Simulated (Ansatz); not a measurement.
## What a change does: single-point calculation on CH$_{5}$GeO$_{2}$

System: CH$_{5}$GeO$_{2}$, multiplicity 2, SMILES C[O][GeH][OH].
Method of run 1: UKS SPW92/def2-TZVPP (Ansatz 0.2.0).

The geometry comes from this level: PBE0-D4/def2-TZVP. Text and figures count atoms from 1; the logs count them from 0 in places.

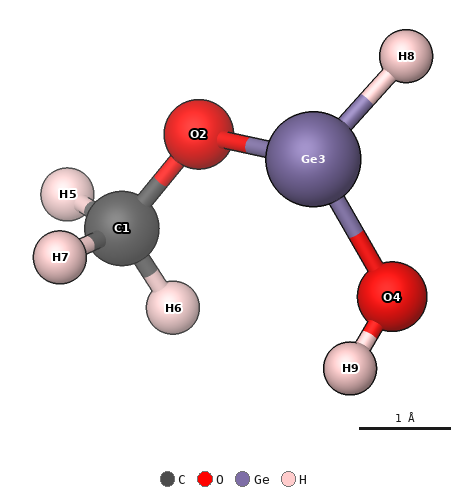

Figure 1. The input geometry (ball-and-stick view, seen at a tilt; atoms are numbered from 1 in the order of the input). Sticks mark near contacts.

Input file, run 1:
```yaml
crystal:
  periodic: [false, false, false]
  atoms:
    - {symbol: C, position_ang: [0.368110, 0.874044, -0.998576]}
    - {symbol: O, position_ang: [0.377345, -0.525009, -0.853563]}
    - {symbol: Ge, position_ang: [0.269166, -1.292668, 0.751688]}
    - {symbol: O, position_ang: [-1.012912, -0.491576, 1.705637]}
    - {symbol: H, position_ang: [0.324111, 1.100279, -2.066364]}
    - {symbol: H, position_ang: [-0.503002, 1.331435, -0.514739]}
    - {symbol: H, position_ang: [1.277436, 1.334295, -0.592416]}
    - {symbol: H, position_ang: [-0.271934, -2.715092, 0.447531]}
    - {symbol: H, position_ang: [-0.739920, 0.338093, 2.103702]}
basis:
  gaussian: {orbitals: def2-TZVPP}
magnetization: {spin_polarized: true, initial_magnetization: 1}
hamiltonian: {xc: lda}
output: {orbitals: {seedname: orbitals}}
```

Hardware: 4 CPU threads, shared host.

Output (run 1):
```
Functional definition: SPW92
  exchange = slater_x
  correlation = pw_c
1135 factors; their error is unknown
mean field evaluation 1: about -61592.1888 eV, gradient 6.6e1 eV
mean field evaluation 2: about -61501.2109 eV, gradient 1.6e2 eV
mean field evaluation 4: about -61605.9153 eV, gradient 1.9e1 eV
mean field evaluation 8: about -61607.1640 eV, gradient 1.2e-1 eV
mean field evaluation 16: about -61607.1376 eV, gradient 3.9e-3 eV
mean field -61607.13756929 eV, -2264.0205468538 hartree, gradient 1.9e-5 eV, S^2 0.750918; 0 other end points of the search recorded, 0 dependent functions left out
reference -61607.13760544 eV, -2264.0205481821 hartree; 30, 29 occupied and 181, 182 virtual orbitals, 1135 factors
Total energy: -61607.13760544 eV, -2264.0205481821 hartree
```

Run 2 used a changed input.

The two runs side by side:

```tsv
quantity	run 1	run 2
outcome	converged	converged
total energy (hartree)	−2264.020548	−2268.207166
HOMO (eV)	−4.93	−5.17
LUMO (eV)	−4.06	−3.82
⟨S²⟩	0.751	0.752
basis functions	211	211
wall time (shared host)	1.2 s	6.5 s
```

What was changed in the input?

The change (lines with − go, lines with + come):
```diff
-hamiltonian: {xc: lda}
+hamiltonian: {xc: {name: B97M-V}}
```

The total energies belong to different methods, so their difference says nothing on which is more stable or more accurate. The HOMO goes from −4.93 to −5.17 eV. The LUMO goes from −4.06 to −3.82 eV.

Output (run 2):
```
Functional definition: B97M-V
  parameter cx00 = 1.000
  parameter cx01 = 1.308
  parameter cx02 = 1.901
  parameter cx10 = 0.416
  parameter cx11 = 3.070
  parameter css00 = 1.000
  parameter css02 = -1.855
  parameter css10 = -5.668
  parameter css32 = -20.497
  parameter css42 = -20.364
  parameter cos00 = 1.000
  parameter cos01 = 1.573
  parameter cos03 = -6.298
  parameter cos10 = 2.535
  parameter cos32 = -6.427
  parameter b = 6.0
  parameter c = 0.01
  gx(w, u) = cx00 + cx01*u + cx02*u^2 + (cx10 + cx11*u)*w
  gss(w, u) = css00 + css02*u^2 + css10*w + (css32*w^3 + css42*w^4)*u^2
  gos(w, u) = cos00 + cos01*u + cos03*u^3 + cos10*w + cos32*w^3*u^2
  exchange = spin_sum(e_x_unif_s*gx(b97_w, b97_u_x))
  correlation = spin_sum(e_c_pw_mod_same_spin*gss(b97_w, b97_u_same))
      + integral(e_c_pw_mod_opposite_spin*gos(b97_w_opposite, b97_u_opposite)) + vv10(b, c)
1135 factors; their error is unknown
mean field evaluation 1: about -61709.2914 eV, gradient 5.7e1 eV
mean field evaluation 2: about -61654.5031 eV, gradient 1.2e2 eV
mean field evaluation 4: about -61720.5512 eV, gradient 1.2e1 eV
mean field evaluation 8: about -61721.0859 eV, gradient 2.8e-1 eV
mean field evaluation 16: about -61721.0612 eV, gradient 7.6e-4 eV
mean field -61721.06122956 eV, -2268.2071641484 hartree, gradient 3.5e-5 eV, S^2 0.752203; 0 other end points of the search recorded, 0 dependent functions left out
reference -61721.06128432 eV, -2268.2071661609 hartree; 30, 29 occupied and 181, 182 virtual orbitals, 1135 factors
Total energy: -61721.06128432 eV, -2268.2071661609 hartree
```
